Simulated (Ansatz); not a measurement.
**UHF/3-21G run of CH4ClGe (SMILES [CH3][GeH][Cl])**

Aim: the vertical ionisation energy of CH4ClGe at UHF/3-21G, from 2 runs. 

The results are computed with Ansatz 0.2.0.

68 further runs of the same task are left out: 68 set aside as unsound or not needed.

### 1 The molecule

The species is CH4ClGe (7 atoms), meant as a doublet with charge 0. As SMILES, `[CH3][GeH][Cl]`. The coordinates come from a PBE0-D4/def2-TZVP relaxation.

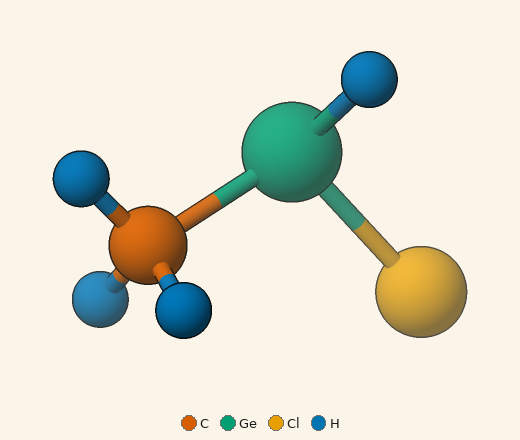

Viewed from a chosen angle; carbon orange, germanium teal, chlorine amber, hydrogen blue.

### 2 The energy at UHF/3-21G

The input, molecule.yaml:

```yaml
crystal:
  periodic: [false, false, false]
  atoms:
    - {symbol: C, position_ang: [-0.733100, 0.438400, -0.261900]}
    - {symbol: Ge, position_ang: [0.705400, -0.885500, -0.183100]}
    - {symbol: Cl, position_ang: [1.017000, -1.361700, 1.909500]}
    - {symbol: H, position_ang: [-0.433400, 1.314500, 0.317300]}
    - {symbol: H, position_ang: [-1.646200, 0.021400, 0.160800]}
    - {symbol: H, position_ang: [-0.909900, 0.729400, -1.298200]}
    - {symbol: H, position_ang: [2.061400, -0.324500, -0.690100]}
basis:
  gaussian:
    orbitals: 3-21G-spherical.json
magnetization:
  spin_polarized: true
  initial_magnetization: 1
hamiltonian:
  xc: hf
accuracy: high
output: {orbitals: {seedname: orbitals}}
```

The basis set 3-21G is read from a file made from the Basis Set Exchange's data (not shown).

Launch:

```
$ ansatz run molecule.yaml --threads 1 --pin off --max-ram 3480MiB --events-out events.jsonl --progress --plain --runs-dir runs
```

Output:

```text
Warning: RAYON_NUM_THREADS=1 ignored (pool sized by the plan → 1); use --threads N
Functional definition: HF
  name "HF"
  exchange = exact_x
  correlation = 0
1035 factors; integrals over basis functions are off by at most 6.9e-9 eV
mean field evaluation 1: about -69731.5311 eV, gradient 1.3e1 eV
mean field evaluation 2: about -69731.6930 eV, gradient 1.3e1 eV
mean field evaluation 4: about -69732.9378 eV, gradient 1.3e0 eV
mean field evaluation 8: about -69732.9688 eV, gradient 1.2e-1 eV
mean field evaluation 16: about -69732.9693 eV, gradient 4.6e-7 eV
mean field -69732.96926426 eV, -2562.6393537572 hartree, gradient 2.6e-8 eV, S^2 0.751881; 0 other end points of the search recorded, 0 dependent functions left out
reference -69732.96926426 eV, -2562.6393537572 hartree; 30, 29 occupied and 22, 23 virtual orbitals, 1035 factors
Total energy: -69732.96926426 eV, -2562.6393537572 hartree
```

Wall time 1.1 s (1 thread of Arm Neoverse V1, shared host); peak memory 0.15 GiB.

### 3 The singlet cation, same level

The input, run.yaml:

```yaml
crystal:
  periodic: [false, false, false]
  atoms:
    - symbol: C
      position_ang: [-0.733100, 0.438400, -0.261900]
    - symbol: Ge
      position_ang: [0.705400, -0.885500, -0.183100]
    - symbol: Cl
      position_ang: [1.017000, -1.361700, 1.909500]
    - symbol: H
      position_ang: [-0.433400, 1.314500, 0.317300]
    - symbol: H
      position_ang: [-1.646200, 0.021400, 0.160800]
    - symbol: H
      position_ang: [-0.909900, 0.729400, -1.298200]
    - symbol: H
      position_ang: [2.061400, -0.324500, -0.690100]
basis:
  gaussian:
    orbitals: 3-21G-spherical.json
total_charge: 1
hamiltonian:
  xc: hf
accuracy: high
output:
  orbitals: {seedname: orbitals}
```

The basis set 3-21G is read from a file made from the Basis Set Exchange's data (not shown).

Launch:

```
$ ansatz run run.yaml --threads 1 --pin off --max-ram 3480MiB --events-out events.jsonl --progress --plain --runs-dir runs
```

Output:

```text
Warning: RAYON_NUM_THREADS=1 ignored (pool sized by the plan → 1); use --threads N
Functional definition: HF
  name "HF"
  exchange = exact_x
  correlation = 0
1031 factors; integrals over basis functions are off by at most 6.9e-9 eV
mean field evaluation 1: about -69721.1784 eV, gradient 3.2e1 eV
mean field evaluation 2: about -69721.3065 eV, gradient 3.2e1 eV
mean field evaluation 4: about -69724.5314 eV, gradient 1.8e0 eV
mean field evaluation 8: about -69724.5643 eV, gradient 2.4e-1 eV
mean field evaluation 16: about -69724.5650 eV, gradient 2.2e-8 eV
mean field -69724.56503618 eV, -2562.3305040719 hartree, gradient 2.3e-8 eV, S^2 0.000000; 0 other end points of the search recorded, 0 dependent functions left out
reference -69724.56503618 eV, -2562.3305040719 hartree; 29, 29 occupied and 23, 23 virtual orbitals, 1031 factors
Total energy: -69724.56503618 eV, -2562.3305040719 hartree
```

It took 0.72 s on 1 thread of Arm Neoverse V1, shared host; peak memory 0.12 GiB.

### 4 What came out

Level: UHF/3-21G.

| quantity | value |
| --- | --- |
| doublet CH4ClGe: total energy | -2562.63935 Eh |
| doublet CH4ClGe: HOMO energy (highest over α and β) | -9.10 eV |
| doublet CH4ClGe: LUMO energy (lowest over α and β) | 0.52 eV |
| doublet CH4ClGe: ⟨S²⟩ | 0.752 |
| singlet cation: total energy | -2562.33050 Eh |
| singlet cation: HOMO energy | -17.63 eV |
| singlet cation: LUMO energy | -7.62 eV |
| singlet cation: HOMO–LUMO gap | 10.01 eV |
| vertical ionisation energy (to the singlet cation) | 8.404 eV |

In words: Removing an electron at fixed nuclei costs 8.40 eV (194 kcal/mol). Only the singlet of the ionised species was computed; a triplet could lie lower.
